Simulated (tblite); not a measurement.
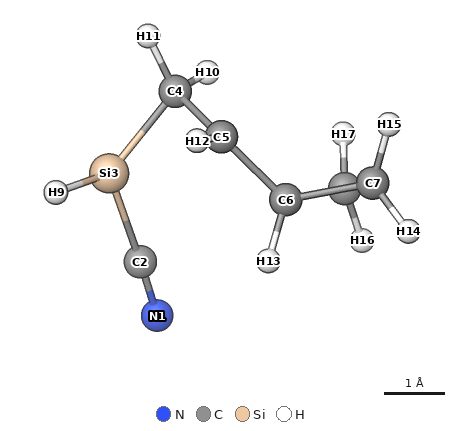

Starting structure of C6H9NSi. The picture is a ball-and-stick view, seen at a tilt.

Level of theory: GFN2-xTB geometry optimisation, gas phase (tblite).

```xyz
17

N     0.9274   -0.4156   -3.2926
C     1.2475   -0.7459   -2.2410
Si    1.8195   -1.3261   -0.5290
C     0.6149   -1.5731    0.7410
C     0.5755   -0.1249    0.9702
C    -0.2586    0.8655    0.1255
C    -1.4403    1.5707    0.7425
C    -1.6485    0.5715   -0.3432
H     3.1748   -0.8825   -0.1253
H    -0.3267   -2.0468    0.4454
H     0.9558   -2.1691    1.6025
H     1.3914    0.3079    1.5348
H     0.3334    1.5101   -0.5172
H    -1.5846    2.6150    0.5113
H    -1.7357    1.2975    1.7544
H    -1.9454    0.9336   -1.3146
H    -2.1074   -0.3759   -0.0745
```

Question: What does the optimiser find from here?

Answer: H17 moves most after the best rigid fit: 1.13 Å. Largest moves by element: H 1.13 Å, N 0.89 Å, C 0.50 Å, Si 0.29 Å. Near-neighbour distances that change, for instance: Si3–C5 2.289 → 1.898 Å, Si3–C4 1.768 → 1.883 Å, C4–C5 1.467 → 1.536 Å, C5–C6 1.546 → 1.495 Å. New bonds form, among them: Si3–C5 (2.29 → 1.90 Å). Bond angles that change, for instance: Si3–C4–C5 89.6° → 66.6°, H10–C4–H11 104.1° → 111.3°, C4–Si3–H9 118.0° → 124.3°. Over 137 geometry steps the energy falls by 30.3 kcal/mol.

Final geometry:

```xyz
17

N     0.5635   -1.2281   -3.2683
C     0.9902   -1.1520   -2.2067
Si    1.7247   -1.0473   -0.5130
C     0.4995   -1.3181    0.8905
C     0.8769    0.1564    0.6847
C    -0.1543    1.1563    0.2709
C    -1.5487    1.1047    0.8316
C    -1.3080    0.7958   -0.6143
H     3.1266   -1.4077   -0.4531
H    -0.5222   -1.5929    0.6689
H     0.8339   -1.7619    1.8182
H     1.5115    0.5505    1.4742
H     0.2647    2.1466    0.1260
H    -2.0359    2.0329    1.0892
H    -1.7968    0.2882    1.4927
H    -1.6255    1.5145   -1.3540
H    -1.4071   -0.2259   -0.9472
```

After the run, drawn alike:

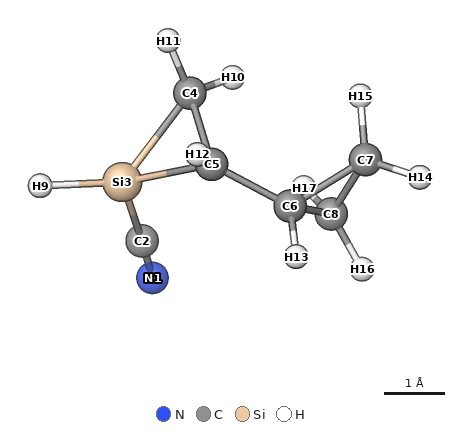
